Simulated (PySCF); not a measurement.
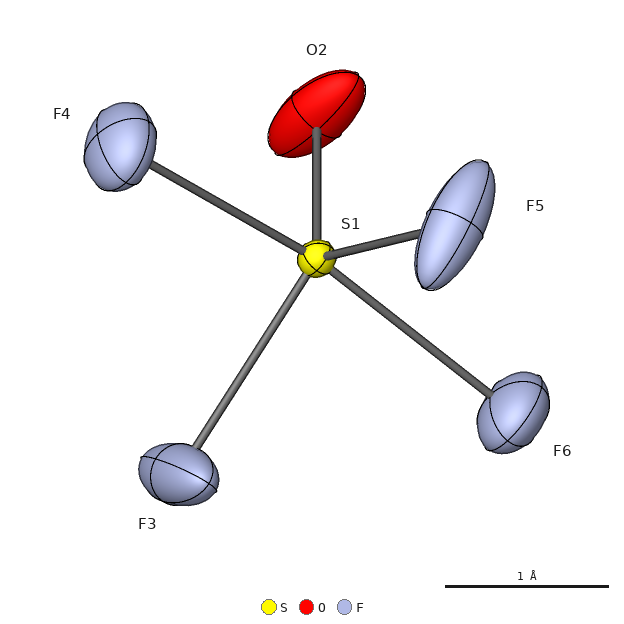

Displacement ellipsoids at the 50 % level, enlarged 3 times, from the internal vibrations of the free molecule (harmonic, no overall translation or rotation; no half-axis is drawn under 0.075 Å). Vibrations computed with RKS-based PBE0, S def2-SVP, O def2-SVP, F def2-SVP; non-relativistic; density fitting (PySCF 2.14.0). Temperature: 600 K.

**Which atom moves most?**

F3, F5, with U_eq = 0.0043 Å².

List U_eq and the three principal root-mean-square amplitudes for each kind of atom.

| atom | U_eq (Å²) | rms amplitudes (Å) |
| --- | --- | --- |
| S1 | 0.00066 | 0.025, 0.025, 0.027 |
| O2 | 0.0034 | 0.036, 0.044, 0.084 |
| F3, F5 | 0.0043 | 0.040, 0.041, 0.098 |
| F4, F6 | 0.0032 | 0.040, 0.057, 0.068 |
